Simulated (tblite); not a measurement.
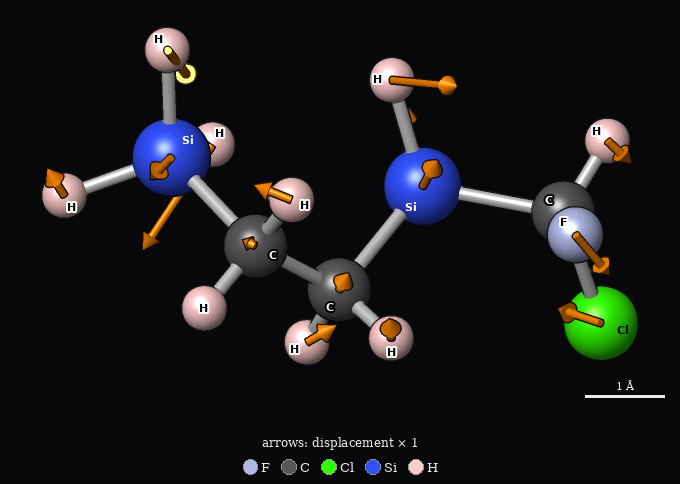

This is a relaxation of C3H10ClFSi2. The starting structure is drawn; orange arrows show the displacements, at their true length. The two geometries are superimposed by the best rigid fit.

A ball-and-stick model, seen at a tilt.

The calculation used GFN2-xTB geometry optimisation, gas phase (tblite 0.8.0). 

Q: Which element moves most?

A: Hydrogen: up to 1.65 Å, against 0.87 Å for fluorine.

Q: What happened in the run?

A: An H atom moves most after the best rigid fit: 1.65 Å. Largest moves by element: H 1.65 Å, F 0.87 Å, Cl 0.86 Å, Si 0.68 Å, C 0.38 Å. Among the contacts that change: Si–Si 3.294 → 3.692 Å, C–Si 1.858 → 1.934 Å, C–Si 1.858 → 1.902 Å, C–C 1.502 → 1.530 Å. Bond angles that change, for instance: Si–C–H 106.6° → 115.3°, C–Si–H 107.4° → 115.2°, C–C–Si 108.1° → 114.8°. Groups turn about C–Si by about 60°, C–Si by about 50°. Over 214 geometry steps the energy falls by 12.9 kcal/mol. The run took 1.6 s on 1 thread of Arm Neoverse V2, with other jobs on the host.
